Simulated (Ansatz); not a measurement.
**Ti2NF2 monolayer: the cell at rest**

Wanted: the relaxed cell of Ti2NF2 monolayer.

Method: DFT PBEsol, scalar-relativistic, plane waves, PAW, in Ansatz 0.2.0.

## (1) Starting point

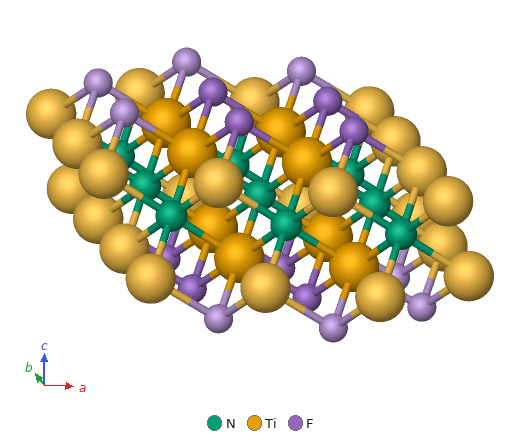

The starting structure, seen slightly off an axis (nitrogen teal, titanium orange, fluorine purple). 2×2×1 cells are drawn. Some periodic images of atoms are drawn too.

The cell holds 5 atoms: 1 N, 2 Ti and 2 F. Cell: a = 3.040 Å, b = 3.040 Å, c = 20.000 Å, α = 90.0°, β = 90.0°, γ = 120.0°. Vacuum lies along c.

Structure file:

```cif
data_structure
_symmetry_space_group_name_H-M 'P 1'
_symmetry_Int_Tables_number 1
_cell_length_a 3.0400
_cell_length_b 3.0400
_cell_length_c 20.0000
_cell_angle_alpha 90.000
_cell_angle_beta 90.000
_cell_angle_gamma 120.000
_cell_volume 160.07
loop_
_atom_site_label
_atom_site_type_symbol
_atom_site_fract_x
_atom_site_fract_y
_atom_site_fract_z
_atom_site_occupancy
N1 N 0.00000 0.00000 0.50000 1
Ti2 Ti 0.33333 0.66667 0.56000 1
Ti3 Ti 0.66667 0.33333 0.44000 1
F4 F 0.66667 0.33333 0.61750 1
F5 F 0.33333 0.66667 0.38250 1
```

## (2) Probe on a coarse mesh

A quick single point on a coarse mesh tells whether the cell has a gap and how far it is from rest, which sets the k mesh and smearing that follow.

The program solves this slab on a cell height of its own, 33.2 Å, in place of the one typed.

Contents of input.yaml:

```yaml
crystal:
  lattice:
    - [3.04, 0.0, 0.0]
    - [-1.52, 2.63272, 0.0]
    - [0.0, 0.0, 20.0]
  atoms:
    - { symbol: "N", position: [0.0, 0.0, 0.5] }
    - { symbol: Ti, position: [0.333333, 0.666667, 0.56] }
    - { symbol: Ti, position: [0.666667, 0.333333, 0.44] }
    - { symbol: F, position: [0.666667, 0.333333, 0.6175] }
    - { symbol: F, position: [0.333333, 0.666667, 0.3825] }
  periodic: [true, true, false]
kpoints:
  mp_grid: { grid: [6, 6, 1] }
hamiltonian:
  xc: pbesol
scf:
  occupations: { method: gaussian, width: 0.1 }
output:
  forces: true
  stress: true
  eigenvalues: true
```

Launch:

```console
> ansatz run input.yaml --threads 8 --pin off --max-ram 14336MiB --backend cpu --events-out ev --progress --plain --runs-dir out
```

Numbers of over 12 decimals in the logs are rounded to 6 here.

Output:

```text
[...]
k-point 0: bands = [... 18 lower, -7.7180, -7.7180, -3.9064, -3.9064, -3.8274, -2.6100, -2.6100, -2.4057, ... 1 higher]
  k-point 1: bands = [... 18 lower, -8.5230, -7.9297, -4.4353, -3.4827, -3.4719, -2.7172, -2.3737, -2.3672, ... 1 higher]
  k-point 2: bands = [... 18 lower, -8.7185, -8.1681, -5.2581, -2.8416, -2.6542, -2.5877, -2.0563, -1.9065, ... 1 higher]
  k-point 6: bands = [... 18 lower, -9.4915, -8.8745, -3.5495, -3.0737, -3.0737, -2.2668, -2.1062, -2.1062, ... 1 higher]
[key lines of the parts left out:]
SCF converged after 7 iterations
Free energy (F): -6934.047682 eV
Fermi energy:    -3.407664 eV
P = ½ c Tr σ = -5.2468 N/m
```

It took 0.77 s on 8 threads of Arm Neoverse V2, shared host; peak memory 0.64 GiB.

This run has no spin polarisation although its electron count is odd.

Numbers from this step:

- gap on the k-mesh: 0 eV
- area per atom: 1.601 Å²

The coarse mesh shows no gap.

## (3) Rough relaxation

A rough relaxation comes first, because large forces or stress need no tight tolerances yet.

The program solves this slab on a cell height of its own, 33.2 Å, in place of the one typed.

input.yaml, as its differences from that of step 2:

```diff
@@ -13,3 +13,3 @@
 kpoints:
-  mp_grid: { grid: [6, 6, 1] }
+  mp_grid: { grid: [9, 9, 1] }
 hamiltonian:
@@ -22 +22,6 @@
   eigenvalues: true
+relax:
+  adjacent_minimum: "off"
+  f_tol: 0.05
+  max_steps: 80
+  cell: { stress_2d_tol: 0.02 }
```

Output:

```text
[...]
Crystal: 5 atoms, lattice volume = 265.715 Å³
Basis set: ecut = 420 eV, 5151 PW (Γ), exchange–correlation on 48×48×450 points (8 copies of the dense FFT grid, shifted against one another)
Bands: 27, of which v1, the nominal top of the filled ones, is band 22 counted from 1 (21 counted from 0)
Symmetry: 12 space group operations
[...]
cell:  # Å, volume = 258.2248 Å³
    - [2.996847, 0, 0]
    - [-1.498424, 2.595346, 0]
    - [0, 0, 33.2]
  atoms:
    - { symbol: N, position: [0, 0, 0.301205] }
    - { symbol: Ti, position: [0.333333, 0.666667, 0.333913] }
    - { symbol: Ti, position: [0.666667, 0.333333, 0.268497] }
    - { symbol: F, position: [0.666667, 0.333333, 0.371355] }
    - { symbol: F, position: [0.333333, 0.666667, 0.231055] }
[key lines of the parts left out:]
SCF converged after 5 iterations
Free energy (F): -6934.493353 eV
Fermi energy:    -4.264879 eV
P = ½ c Tr σ = -0.0191 N/m
```

It took 12 s on 8 threads; peak memory 0.8 GiB.

Step by step:

```tsv
step	energy less that of the first step (eV)	largest force component (eV/Å)	volume (Å³)
1	0.0000	3.3213	265.72
2	-0.4124	0.2284	264.84
3	-0.4243	0.1232	261.59
4	-0.4266	0.0858	260.63
5	-0.4132	0.5354	253.83
6	-0.4284	0.0483	259.65
7	-0.4297	0.0012	258.70
8*	-0.4247	0.0003	258.70
9	-0.4252	0.0033	258.22
10*	-0.4249	0.0031	258.22
```

Relaxation steps marked * repeat the geometry before them on a plane-wave basis chosen anew for their cell, so energy and pressure can jump there. Relaxation step 5 was tried and not accepted.

The run keeps the 12 symmetry operations that it works with, so distortions that break them were not tested.

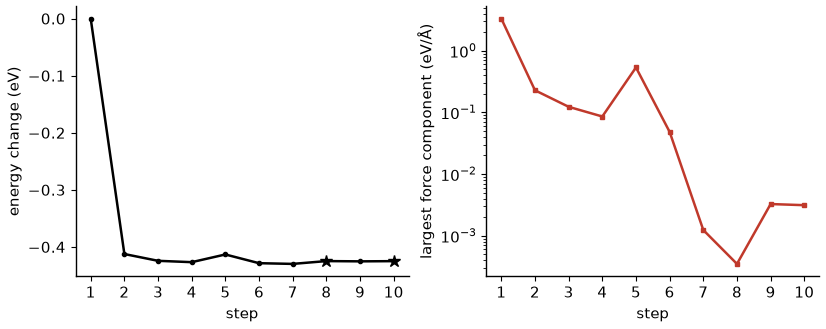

Energy and largest force along the relaxation. Stars mark steps on a basis chosen anew.

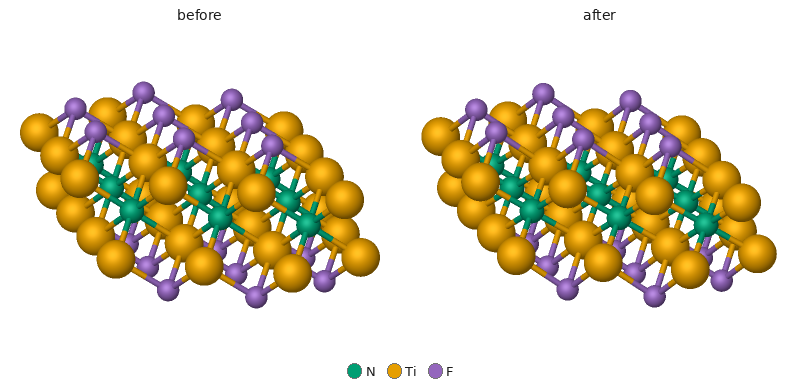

The structure before and after the relaxation, drawn at the same scale.

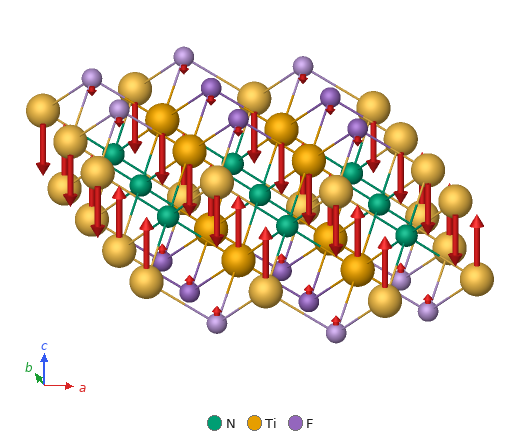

Displacements in the relaxation, exaggerated, measured against the changing cell; the longest in the cell stands for 0.11 Å. 2×2×1 cells are drawn. Some periodic images of atoms are drawn too.

```tsv
cell as run	before	after	change
a (Å)	3.040	2.997	-1.4 %
b (Å)	3.040	2.997	-1.4 %
```

The atoms that moved most (Å, along periodic axes as changes of fractional coordinates times the final cell, across vacuum about the mean position):

```tsv
atom	dx	dy	dz	length
Ti2	0.000	0.000	-0.114	0.114
Ti3	0.000	0.000	0.114	0.114
F5	0.000	0.000	0.021	0.021
F4	0.000	0.000	-0.021	0.021
```

Final coordinates:

```xyz
5
Lattice="2.9968 0.0000 0.0000 -1.4984 2.5953 0.0000 0.0000 0.0000 33.2000" Properties=species:S:1:pos:R:3
N     0.0000    0.0000   10.0000
Ti    0.0000    1.7302   11.0859
Ti    1.4984    0.8651    8.9141
F     1.4984    0.8651   12.3290
F     0.0000    1.7302    7.6710
```

Numbers from this step:

```
area per atom : 1.556 Å²
```

The relaxation ends with a largest force component of 0.0031 eV/Å.

## (4) Bringing the structure to rest

The cell and atoms are relaxed, since residual forces and stress would shift the frequencies.

Contents of input.yaml:

```yaml
crystal:
  lattice:
    - [2.9968474231, 0.0, 0.0]
    - [-1.4984237116, 2.5953459997, 0.0]
    - [0.0, 0.0, 33.2]
  atoms:
    - { symbol: "N", position: [0.0, 0.0, 0.3012048193] }
    - { symbol: Ti, position: [0.3333333333, 0.6666666667, 0.3339128985] }
    - { symbol: Ti, position: [0.6666666667, 0.3333333333, 0.2684967401] }
    - { symbol: F, position: [0.6666666667, 0.3333333333, 0.3713549237] }
    - { symbol: F, position: [0.3333333333, 0.6666666667, 0.2310547148] }
  periodic: [true, true, false]
kpoints:
  mp_grid: { grid: [15, 15, 1] }
hamiltonian:
  xc: pbesol
scf:
  occupations: { method: gaussian, width: 0.1 }
output:
  forces: true
  stress: true
  eigenvalues: true
  write_density: true
  write_potential: true
  elf: true
  volumetric_format: npy
relax:
  adjacent_minimum: "off"
  f_tol: 0.005
  max_steps: 80
  cell: { stress_2d_tol: 0.02 }
```

Output:

```text
[...]
Crystal: 5 atoms, lattice volume = 258.225 Å³
Basis set: ecut = 420 eV, 4875 PW (Γ), exchange–correlation on 48×48×450 points (8 copies of the dense FFT grid, shifted against one another)
Bands: 27, of which v1, the nominal top of the filled ones, is band 22 counted from 1 (21 counted from 0)
Symmetry: 12 space group operations
[...]
k-points: 27 of 225
[...]
SCF iter   1: F=—  HF=-6934.513305 eV  |F-HF|=—  |Δ(HF+E_count)|=         —  Δρ=5.81e-3  dr2=5.91e-2  ethr=1.77e-3  ⟨swp⟩=11.4  Hψ=5011  notcnv=0
[...]
SCF iter   9: F=-6934.500766 eV  HF=-6934.500766 eV  |F-HF|=9.91e-10  |Δ(HF+E_count)|=   2.62e-8  Δρ=1.51e-7  dr2=3.02e-11  ethr=2.21e-12  ⟨swp⟩=10.8  Hψ=6141  notcnv=0
SCF 1 converged in 9 iterations: F = -6934.500766 eV  dr2 = 3.02e-11
[...]
relax step   1: F+E_penalty+E_count = -6934.50076633 eV  Δ(F+E_penalty+E_count) = +0.000e0 eV  max|allowed force component| = 1.537e-1 eV/Å  Δτ_max = 0.0000 Å  P = +0.274 N/m  Ω = 258.225 Å³  fix = [c, alpha, beta]  reactions: c +0.000 N/m  (9 SCF iters, dr2 threshold 1.00e-7 eV, accepted)
Crystal: 5 atoms, lattice volume = 259.567 Å³
Basis set: ecut = 420 eV, 4923 PW (Γ), exchange–correlation on 48×48×450 points (8 copies of the dense FFT grid, shifted against one another)
[...]
SCF iter   5: F=-6934.502313 eV  HF=-6934.502313 eV  |F-HF|=3.15e-7  |Δ(HF+E_count)|=   2.91e-7  Δρ=6.75e-6  dr2=7.36e-8  ethr=1.16e-9  ⟨swp⟩=19.9  Hψ=8566  notcnv=0
SCF 2 converged in 5 iterations: F = -6934.502313 eV  dr2 = 7.36e-8
relax step   2: F+E_penalty+E_count = -6934.50231326 eV  Δ(F+E_penalty+E_count) = -1.547e-3 eV  max|allowed force component| = 7.399e-2 eV/Å  Δτ_max = 0.0146 Å  P = +0.236 N/m  Ω = 259.567 Å³  energy of the carried Pulay correction = -1.143e-3 eV  fix = [c, alpha, beta]  reactions: c +0.000 N/m  (5 SCF iters, dr2 threshold 5.00e-7 eV, accepted)
Crystal: 5 atoms, lattice volume = 260.772 Å³
Basis set: ecut = 420 eV, 4935 PW (Γ), exchange–correlation on 48×48×450 points (8 copies of the dense FFT grid, shifted against one another)
[...]
SCF iter   4: F=-6934.502087 eV  HF=-6934.502087 eV  |F-HF|=8.27e-8  |Δ(HF+E_count)|=   1.38e-6  Δρ=1.43e-5  dr2=2.78e-7  ethr=7.96e-10  ⟨swp⟩=18.2  Hψ=9363  notcnv=0
SCF 3 converged in 4 iterations: F = -6934.502087 eV  dr2 = 2.78e-7
relax step   3: F+E_penalty+E_count = -6934.50208724 eV  Δ(F+E_penalty+E_count) = +2.260e-4 eV  max|allowed force component| = 3.300e-3 eV/Å  Δτ_max = 0.0085 Å  P = +0.044 N/m  Ω = 260.772 Å³  energy of the carried Pulay correction = -2.164e-3 eV  fix = [c, alpha, beta]  reactions: c +0.000 N/m  (4 SCF iters, dr2 threshold 3.42e-7 eV, accepted)
[...]
relax step   4: F+E_penalty+E_count = -6934.50187446 eV  Δ(F+E_penalty+E_count) = +2.128e-4 eV  max|allowed force component| = 4.259e-3 eV/Å  Δτ_max = 0.0026 Å  P = +0.007 N/m  Ω = 261.047 Å³  energy of the carried Pulay correction = -2.396e-3 eV  fix = [c, alpha, beta]  reactions: c +0.000 N/m  (5 SCF iters, dr2 threshold 2.29e-9 eV, accepted)
[...]
relax step   5: F+E_penalty+E_count = -6934.50454763 eV  Δ(F+E_penalty+E_count) = -2.673e-3 eV  max|allowed force component| = 4.700e-3 eV/Å  Δτ_max = 0.0000 Å  P = +0.084 N/m  Ω = 261.047 Å³  fix = [c, alpha, beta]  reactions: c +0.000 N/m  stress off target by 8.42e-2 N/m on what of the cell is left free  SCF on the basis re-selected at this cell (its energy is not comparable with the rows above)  (7 SCF iters)
[...]
relax step   6: F+E_penalty+E_count = -6934.50436925 eV  Δ(F+E_penalty+E_count) = +1.784e-4 eV  max|allowed force component| = 4.607e-3 eV/Å  Δτ_max = 0.0009 Å  P = +0.004 N/m  Ω = 261.276 Å³  energy of the carried Pulay correction = -1.943e-4 eV  fix = [c, alpha, beta]  reactions: c +0.000 N/m  (5 SCF iters, dr2 threshold 8.24e-9 eV, accepted)
[...]
SCF iter   6: F=-6934.504534 eV  HF=-6934.504534 eV  |F-HF|=3.79e-10  |Δ(HF+E_count)|=   1.05e-8  Δρ=1.83e-8  dr2=5.68e-13  ethr=1.00e-12  ⟨swp⟩=12.5  Hψ=5007  notcnv=0
SCF 7 converged in 6 iterations: F = -6934.504534 eV  dr2 = 5.68e-13
relax step   7: F+E_penalty+E_count = -6934.50453386 eV  Δ(F+E_penalty+E_count) = -1.646e-4 eV  max|allowed force component| = 4.577e-3 eV/Å  Δτ_max = 0.0000 Å  P = +0.006 N/m  Ω = 261.276 Å³  fix = [c, alpha, beta]  reactions: c +0.000 N/m  stress off target by 6.27e-3 N/m on what of the cell is left free  SCF on the basis re-selected at this cell (its energy is not comparable with the rows above)  (6 SCF iters)
[...]
WARN: The output density's exchange-correlation potential varies sharply where the density is thin. Do not read a vacuum level from v_tot or v_xc, or from such a field of the output density. On a cell that repeats whose density bears no net charge and no dipole along the vacuum's axis use v_es (v_loc + v_h of the components); under efield.dipole_correction with no amplitude use v_es + v_field, which holds any externa [...]
SCF converged after 6 iterations
Free energy (F): -6934.504534 eV
[...]
Internal energy: -6934.494395 eV  (E = F + TS)
E sigma→0 (E₀):  -6934.499464 eV
Entropy (-TS):   -0.010139 eV (-2.028 meV/atom)
Fermi energy:    -4.325171 eV
[...]
--- Forces (eV/Å), atoms counted from 1 ---
  atom   1  N      0.00000000     0.00000000     0.00000000
  atom   2  Ti     0.00000000     0.00000000     0.00457739
  atom   3  Ti    -0.00000000     0.00000000    -0.00457739
  atom   4  F     -0.00000000     0.00000000    -0.00235892
  atom   5  F      0.00000000    -0.00000000     0.00235892
  max |Σ_I F_I| component: 2.78e-17 eV/Å
--- 2D stress c σ (N/m, compression-positive) ---
        0.006267       0.000000      -0.000000
        0.000000       0.006267      -0.000000
       -0.000000      -0.000000       0.000000
  P = ½ c Tr σ = 0.0063 N/m
--- Band table (eV; the first three rows and the last of 27) ---
  k-point 0: bands = [... 18 lower, -9.3174, -9.3174, -5.0190, -5.0190, -4.2983, -2.9835, -2.9835, -2.9581, ... 1 higher]
  k-point 1: bands = [... 18 lower, -9.4560, -9.3586, -5.1077, -4.9390, -4.2966, -3.0804, -2.9810, -2.9112, ... 1 higher]
  k-point 2: bands = [... 18 lower, -9.6126, -9.4605, -5.3598, -4.7138, -4.2531, -3.1680, -2.9526, -2.9389, ... 1 higher]
  k-point 26: bands = [... 18 lower, -10.5630, -9.8655, -4.4285, -4.2718, -4.2718, -2.5563, -2.5563, -2.5013, ... 1 higher]
--- Relaxed structure (5 steps of the walk, 5 accepted, 2 SCFs on fresh bases) ---
[...]
cell:  # Å, volume = 261.2765 Å³
    - [3.014504, 2.9037673659926184e-11, 0]
    - [-1.507252, 2.610637, 0]
    - [0, 0, 33.2]
  atoms:
    - { symbol: N, position: [0, 0, 0.30120481928] }
    - { symbol: Ti, position: [0.333333, 0.666667, 0.333305] }
    - { symbol: Ti, position: [0.666667, 0.333333, 0.269105] }
    - { symbol: F, position: [0.666667, 0.333333, 0.370559] }
    - { symbol: F, position: [0.333333, 0.666667, 0.231850] }
```

Run time: 16 s. Hardware: 8 threads; peak memory 0.91 GiB.

Relaxation path:

```tsv
step	energy less that of the first step (eV)	largest force component (eV/Å)	volume (Å³)
1	0.0000	0.1537	258.22
2	-0.0015	0.0740	259.57
3	-0.0013	0.0033	260.77
4	-0.0011	0.0043	261.05
5*	-0.0038	0.0047	261.05
6	-0.0036	0.0046	261.28
7*	-0.0038	0.0046	261.28
```

Relaxation steps marked * repeat the geometry before them on a plane-wave basis chosen anew for their cell, so energy and pressure can jump there.

Forces are held to the 12 operations that the run works with; a distortion that breaks them can't arise in this run.

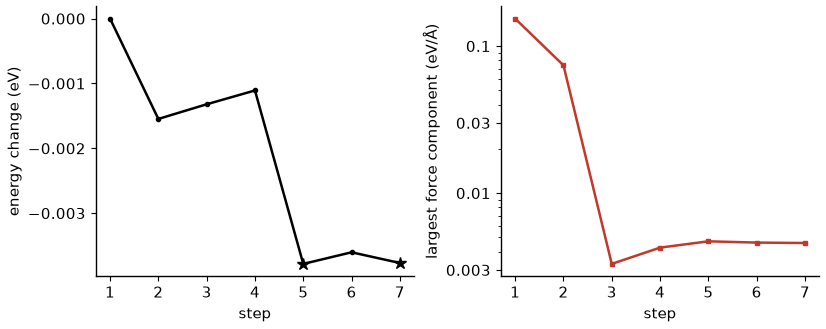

Energy and largest force along the relaxation. Stars mark steps on a basis chosen anew.

```tsv
cell as run	before	after	change
a (Å)	2.997	3.015	+0.6 %
b (Å)	2.997	3.015	+0.6 %
```

The atoms that moved most (Å, along periodic axes as changes of fractional coordinates times the final cell, across vacuum about the mean position):

```tsv
atom	dx	dy	dz	length
F5	0.000	0.000	0.026	0.026
F4	0.000	0.000	-0.026	0.026
Ti3	0.000	0.000	0.020	0.020
Ti2	0.000	0.000	-0.020	0.020
```

The relaxed structure:

```xyz
5
Lattice="3.0145 0.0000 0.0000 -1.5073 2.6106 0.0000 0.0000 0.0000 33.2000" Properties=species:S:1:pos:R:3
N     0.0000    0.0000   10.0000
Ti    0.0000    1.7404   11.0657
Ti    1.5073    0.8702    8.9343
F     1.5073    0.8702   12.3026
F     0.0000    1.7404    7.6974
```

Numbers from this step:

```
area per atom : 1.574 Å²
```

(Part 1 of 2 ends here.)

[Logs are printed without paths, hosts, clocks, repeated set-up lines and the standing remarks that a program may print on its own settings, such as how far it seeks lower states.]

[Hosts, paths, dates, database ids (printed as entryN), source tags and the programs' standing remarks are cut or masked in the printed files.]
